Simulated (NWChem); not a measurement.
**One shape, several levels: doublet [BClF2]+**

Aim: a comparison of 6 runs (UBLYP/aug-cc-pVDZ, USVWN5/aug-cc-pVDZ, U-r2SCAN/aug-cc-pVDZ, U-revPBE/aug-cc-pVDZ, UM06-L/aug-cc-pVDZ, UPBE/aug-cc-pVDZ) of doublet [BClF2]+. 

The calculation is run with NWChem 7.3.0.

1 further run of the same task is left out (set aside as unsound or not needed).

### 1 The structure to begin with

The species is [BClF2]+ (4 atoms), meant as a doublet with charge +1. As SMILES of the parent species, `FB(F)Cl`. The shape is that of a PBE0-D4/def2-TZVP optimisation. That shape belongs to the parent species and isn't relaxed for this state.

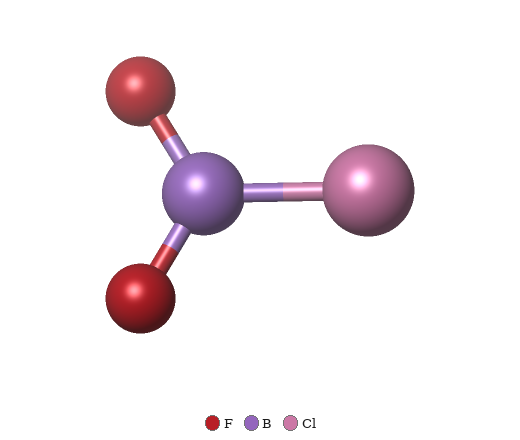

The structure, seen from a chosen angle (fluorine red, boron purple, chlorine pink).

### 2 A single-point energy at UBLYP/aug-cc-pVDZ (run 1)

Contents of mymol.nw:

```
start mymol
memory stack 880 mb heap 220 mb global 1100 mb
charge 1

geometry noautosym nocenter noautoz
  F    -0.173700   -1.254300   -0.546300
  B    -0.067100   -0.041300   -0.062000
  F    -1.011600    0.830100   -0.317700
  Cl    1.307900    0.405300    0.905700
end

basis spherical bse
  * library aug-cc-pVDZ
end

dft
  xc becke88 lyp
  mult 2
  grid fine
  convergence energy 1e-08
  maxiter 100
  mulliken
  print low
end

task dft energy
```

Run with:

```console
$ nwchem mymol.nw > mymol.out
```

Log:

```text
[...]
 d= 0,ls=0.0,diis     1   -684.2224592841 -8.26D+02  1.48D-02  6.09D-01     3.9
[...]
 d= 0,ls=0.0,diis    13   -684.4415487332 -5.43D-09  1.66D-07  1.09D-09    36.6
[...]
         Total DFT energy =     -684.441548733247
      One electron energy =    -1217.246300869821
           Coulomb energy =      443.548957566218
    Exchange-Corr. energy =      -52.880516478429
 Nuclear repulsion energy =      142.136311048785
[...]
      Total Density - Mulliken Population Analysis
     ---------------------------------------------
    Atom       Charge   Shell Charges
 -----------   ------   -------------------------------------------------------
    1 F    9     9.11   2.01  0.91  0.96  0.15  3.33  1.66  0.07  0.01  0.01
    2 B    5     4.25   2.03  0.52 -0.09 -0.01  1.56 -0.12 -0.00  0.34  0.01
    3 F    9     9.11   2.01  0.91  0.96  0.15  3.33  1.66  0.07  0.01  0.01
    4 Cl  17    16.53   2.00  2.05  1.03  0.89  0.03  6.01  2.98  1.50 -0.00  0.03  0.02
[...]
      <S2> =      0.7518 (Exact =     0.7500)
[...]
```

Wall time 38 s (1 thread of Intel Xeon Platinum 8488C (Sapphire Rapids), shared host); peak memory 0.11 GiB.

### 3 A single-point energy at USVWN5/aug-cc-pVDZ (run 2)

Contents of run.py:

```python
from ase import Atoms
from ase.calculators.nwchem import NWChem

mol = Atoms('FBFCl', positions=[
    [-0.173700, -1.254300, -0.546300],
    [-0.067100, -0.041300, -0.062000],
    [-1.011600, 0.830100, -0.317700],
    [1.307900, 0.405300, 0.905700],
])

calc = NWChem(
    label='geom',
    theory='dft',
    memory='2200 mb',
    basis='aug-cc-pVDZ',
    basispar='spherical bse',
    charge=1,
    dft={'xc': 'slater vwn_5', 'mult': '2', 'grid': 'fine', 'convergence': 'energy 1e-08', 'iterations': '100', 'mulliken': None, 'print': 'low'},
    task='energy',
)
mol.calc = calc

print(f"energy = {mol.get_potential_energy():.6f} eV")
```

Run with:

```console
$ export ASE_NWCHEM_COMMAND="nwchem PREFIX.nwi > PREFIX.nwo"
$ python run.py
```

Log:

```text
energy = -18542.901744 eV
```

The calculator wrote geom.nwi:

```
title "geom"

permanent_dir geom

scratch_dir geom

start geom

geometry units angstrom nocenter noautosym noautoz
  F  -1.7369999999999999e-01 -1.2543000000000000e+00 -5.4630000000000001e-01
  B  -6.7100000000000007e-02 -4.1300000000000003e-02 -6.2000000000000000e-02
  F  -1.0116000000000001e+00 8.3009999999999995e-01 -3.1769999999999998e-01
  Cl 1.3079000000000001e+00 4.0529999999999999e-01 9.0569999999999995e-01
end

charge 1

memory 2200 mb

basis spherical bse noprint
   * library aug-cc-pVDZ
end

dft
  xc slater vwn_5
  mult 2
  grid fine
  convergence energy 1e-08
  iterations 100
  mulliken
  print low
end

task dft energy
```

geom.nwo:

```text
Northwest Computational Chemistry Package (NWChem) 7.3.0
             --------------------------------------------------------

           Job information
           ---------------

    nwchem branch   = 7.3.0
    use scalapack   = T
    input           = geom.nwi
    prefix          = geom.
    data base       = geom/geom.db
    status          = startup
    nproc           =        1

           Memory information
           ------------------

[... 5 lines left out ...]
    hardfail = no
[... 37 lines left out ...]
            Nuclear Dipole moment (a.u.)
[... 87 lines left out ...]
         Total DFT energy =     -681.439075796933
[... 1 line left out ...]
           Coulomb energy =      443.205245511821
[... 1 line left out ...]
 Nuclear repulsion energy =      142.136311048784
[... 42 lines left out ...]
    Atom       Charge   Shell Charges
 -----------   ------   -------------------------------------------------------
    1 F    9     0.15   0.00  0.00 -0.00 -0.00  0.10  0.04 -0.00  0.00 -0.00
    2 B    5    -0.01  -0.00 -0.00 -0.00 -0.00 -0.01  0.00  0.00 -0.00  0.01
    3 F    9     0.15   0.00  0.00 -0.00 -0.00  0.10  0.04 -0.00  0.00 -0.00
    4 Cl  17     0.71  -0.00  0.00  0.00 -0.00 -0.00  0.00  0.49  0.21  0.01  0.00  0.00

     --------------------------
     Expectation value of S2:
     --------------------------
      <S2> =      0.7511 (Exact =     0.7500)

 Task  times  cpu:      158.5s     wall:      158.5s
 Total times  cpu:      158.5s     wall:      158.5s
```

It took 2.7 min on 1 thread of Intel Xeon Platinum 8488C (Sapphire Rapids), shared host; peak memory 0.11 GiB.

Runs 3 to 5 aren't shown in full; the table further down has their settings and results.

### 4 The energy at UPBE/aug-cc-pVDZ (run 6)

Contents of bclf2.nw:

```
start bclf2
title "BClF2 PBE"
memory total 2200 mb
charge 1

geometry units angstrom noautosym nocenter noautoz
F    -0.173700   -1.254300   -0.546300
B    -0.067100   -0.041300   -0.062000
F    -1.011600    0.830100   -0.317700
Cl    1.307900    0.405300    0.905700
end

basis spherical bse
F library aug-cc-pVDZ
B library aug-cc-pVDZ
Cl library aug-cc-pVDZ
end

dft
xc xpbe96 cpbe96
mult 2
grid fine
convergence energy 1e-08
iterations 100
mulliken
end

task dft
```

Run with:

```console
$ nwchem bclf2.nw > bclf2.out
```

Log:

```text
[...]
          Wavefunction type:  spin polarized.
          No. of atoms     :     4
          No. of electrons :    39
[...]
          Charge           :     1
          Spin multiplicity:     2
[...]
          AO basis - number of functions:    96
[...]
              XC Information
              --------------
          PerdewBurkeErnzerhof Exchange Functional  1.000
            Perdew 1991 LDA Correlation Functional  1.000 local
           PerdewBurkeErnz. Correlation Functional  1.000 non-local
[...]
 d= 0,ls=0.0,diis     1   -683.8246048819 -8.26D+02  1.44D-02  6.27D-01     4.2
[...]
 d= 0,ls=0.0,diis    11   -684.0501011883  1.07D-10  1.34D-06  2.12D-07    33.4
[...]
         Total DFT energy =     -684.050101188286
      One electron energy =    -1217.220238676434
           Coulomb energy =      443.511486730905
    Exchange-Corr. energy =      -52.477660291542
 Nuclear repulsion energy =      142.136311048785
[...]
      Total Density - Mulliken Population Analysis
     ---------------------------------------------
    Atom       Charge   Shell Charges
 -----------   ------   -------------------------------------------------------
    1 F    9     9.11   2.01  0.91  0.97  0.14  3.32  1.68  0.07  0.01  0.01
    2 B    5     4.18   2.03  0.53 -0.11 -0.01  1.55 -0.14  0.00  0.35 -0.02
    3 F    9     9.11   2.01  0.91  0.96  0.14  3.32  1.68  0.07  0.01  0.01
    4 Cl  17    16.60   2.00  2.05  1.02  0.93  0.04  6.01  2.97  1.54 -0.01  0.03  0.03
[...]
      <S2> =      0.7519 (Exact =     0.7500)
[...]
```

Run time: 35 s. Hardware: 1 thread of Intel Xeon Platinum 8488C (Sapphire Rapids), shared host; peak memory 0.11 GiB.

### 5 The series

| run | level | energy (Eh) | ⟨S²⟩ | wall time |
| --- | --- | --- | --- | --- |
| 1 | UBLYP/aug-cc-pVDZ | -684.441549 | 0.752 | 38 s |
| 2 | USVWN5/aug-cc-pVDZ | -681.439076 | 0.751 | 2.7 min |
| 3 | U-r2SCAN/aug-cc-pVDZ | -684.330453 | 0.754 | 37 s |
| 4 | U-revPBE/aug-cc-pVDZ | -684.305086 | 0.752 | 33 s |
| 5 | UM06-L/aug-cc-pVDZ | -684.424714 | 0.753 | 44 s |
| 6 | UPBE/aug-cc-pVDZ | -684.050101 | 0.752 | 35 s |

### 6 Outcome

| quantity | value |
| --- | --- |
| run 6: total energy | -684.05010 Eh |
| run 6: HOMO energy (highest over α and β) | -17.03 eV |
| run 6: LUMO energy (lowest over α and β) | -16.45 eV |
| run 6: ⟨S²⟩ | 0.752 |

Totals of different functionals can't be ranked against each other. All runs together took 5.8 min, the longest 2.7 min.
